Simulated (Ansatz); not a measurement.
```
CELL_PARAMETERS angstrom
5.51613 0.00000 0.00000
0.00000 5.51613 0.00000
0.00000 0.00000 10.40993
ATOMIC_POSITIONS crystal
Sr 0.50000 0.00000 0.25000
Sr 0.00000 0.50000 0.75000
Sb 0.00000 0.50000 0.25000
Sb 0.50000 0.00000 0.75000
Sb 0.00000 0.00000 0.50000
Sb 0.50000 0.50000 0.00000
O 0.72403 0.32072 0.13929
O 0.22403 0.82072 0.63929
O 0.32072 0.27597 0.86071
O 0.82072 0.77597 0.36071
O 0.17928 0.22403 0.36071
O 0.67928 0.72403 0.86071
O 0.27597 0.67928 0.13929
O 0.77597 0.17928 0.63929
```

Space group I-4; a structure from a database of computed crystals, not necessarily the ambient phase; started from the MnGa2S4-82 prototype, which need not be the ambient phase.

These are results of DFT, r2SCAN+rVV10, plane waves, PAW (Ansatz 0.2.0), not measurements.

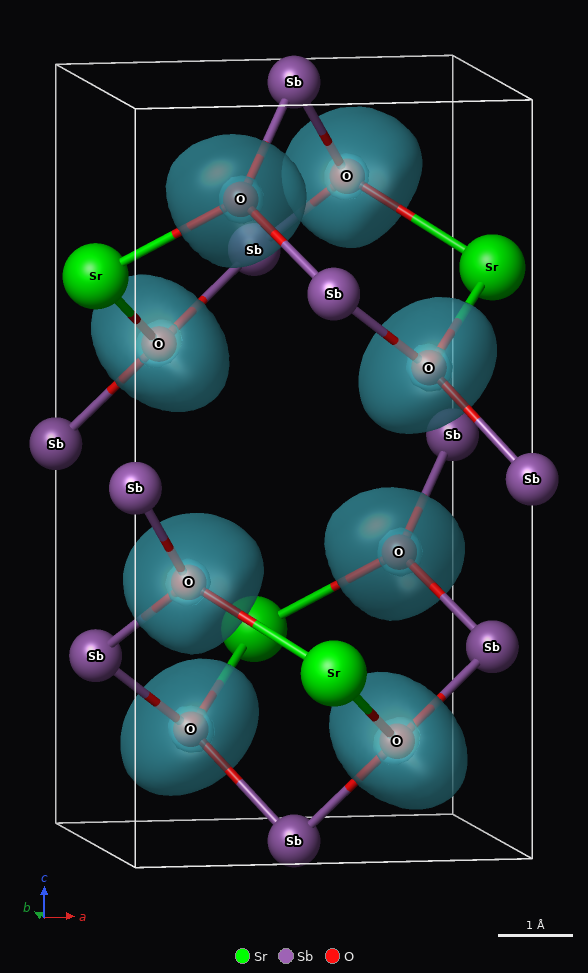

SrSb2O4. Isosurface of the ELF at 0.65 (cyan), seen slightly off an axis. Core shells and regions of very low density are left out. Sticks mark near contacts.

Core electrons are frozen (PAW), and the valence fields are smoothed inside the atomic spheres.

> Identify the bonds, lone pairs and shells in this picture.

The surface consists of eight regions wrapped around O (the valence shell of each), counted in one cell of 14 atoms. Regions shared between cells count once. Profiles from the grid: Sb–O (2.15 Å): the ELF peaks at about 0.80 in the valence shell of O, 0.6 Å from its nucleus, and is about 0.25 at the midpoint: no localised pair shows between them. Sr–O (2.45 Å): the ELF is about 0.10 at the midpoint: a closed-shell, largely ionic contact.
